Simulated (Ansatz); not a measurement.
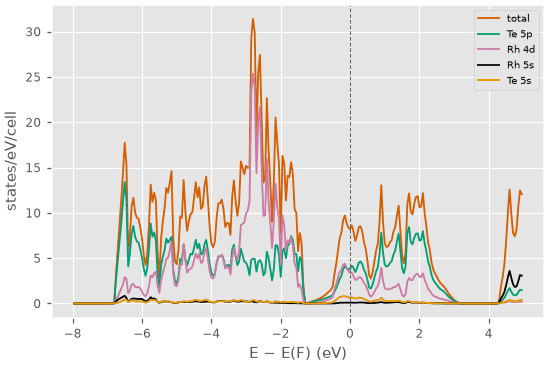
Figure. Total and projected density of states of Te2Rh in space group Pa-3 (No. 205; Rh on 4a, Te on 8c), DFT-LDA in the program Ansatz with PAW potentials

Q: Which orbitals carry the states next to the Fermi level?

A: Within 0.5 eV of the Fermi level: Te 5p 47 %, Rh 4d 40 %, Te 5s 8 %. Projections are on Löwdin-orthogonalised atomic valence shells; empty p or d shells of many metals are not among them.

Q: Where is the tallest occupied peak in this window, and what makes it?

A: Near -2.8 eV, about 31 states/eV per cell; the largest projected share is Rh 4d.

The workflow started from an entry of the Crystallography Open Database (COD), which files this formula under 2 space groups. Whether it is the stable phase at ambient conditions was not checked. The cell was relaxed with LDA under the symmetry of its start; of distortions, only those at the zone centre were tested. No spin polarisation was allowed. Scalar-relativistic: spin–orbit coupling is off unless named, which matters more the heavier the elements.

Potentials: the later of the program's two PAW sets.
